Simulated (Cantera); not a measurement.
A closed system holds: 1 mol H2S, 0.063 mol O2, 2.5 mol H2, equilibrated at 75.0 Torr.

Equilibrium computed with Cantera from the NASA thermochemical tables; the gas is ideal and each condensed phase is pure. Candidate condensed phases: H2O, H2SO4, S; 19 gas species. The numbers say what is thermodynamically allowed, not how fast it happens.

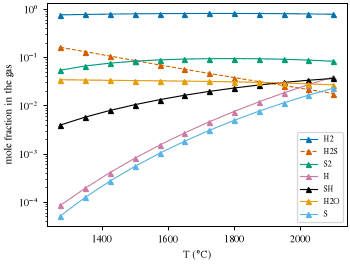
*Equilibrium gas composition (values under 1e-9 drawn at 1e-9)*

**Question.** Read off the mole fractions at 1425 °C.

**Answer.** H2 about 0.78, H2S about 0.10, S2 about 0.075, H2O about 0.033, SH about 0.0078, H about 0.00040, S about 0.00027.
